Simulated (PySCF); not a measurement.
C2H3F3, SMILES `CC(F)(F)F`.

PySCF calculation, ωB97X/def2-TZVP, gas phase; geometry: GFN2-xTB. No frequency check shows the geometry to be a minimum. A basis without diffuse functions makes polarisabilities too small.

Coordinates in Å:

```
C1      -1.4872    0.0030    0.0011
C2       0.0203    0.0000    0.0001
F3       0.5320    0.5977   -1.0872
F4       0.5337    0.6409    1.0616
F5       0.5262   -1.2427    0.0246
H6      -1.8384    1.0332   -0.0178
H7      -1.8432   -0.4919    0.8987
H8      -1.8435   -0.5231   -0.8803
```

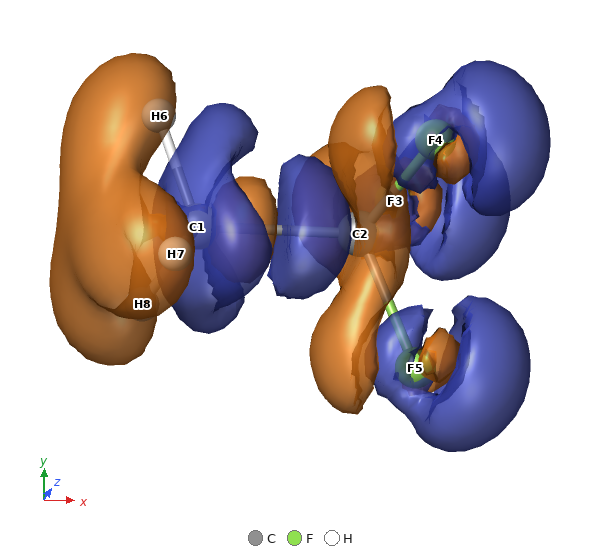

Change of the electron density in a uniform field of 0.21 V/Å, surfaces at ±0.0015 e/Å³ (orange: gain, blue: loss).

Q: Along which Cartesian direction does the field point?

A: Along +x: electrons gather on the −x side, against the field.

Q: What dipole is induced, and what polarisability does it imply?

A: The induced dipole is 0.28 D (along the field); α along this axis, from the fields in both directions, is 27 bohr³ (4.1 Å³).

Q: Which atoms gain and lose the most charge?

A: Electrons gather most on H6, H7 and H8 alike (Hirshfeld charge changes by −0.004 e) and leave F3, F4 and F5 alike most (+0.004 e); 0.032 electrons are displaced in all.

Cost of the run: 20 s on 1 thread of Intel(R) Xeon(R) 6975P-C (Granite Rapids), with other jobs on the host, peak memory 0.8 GiB.
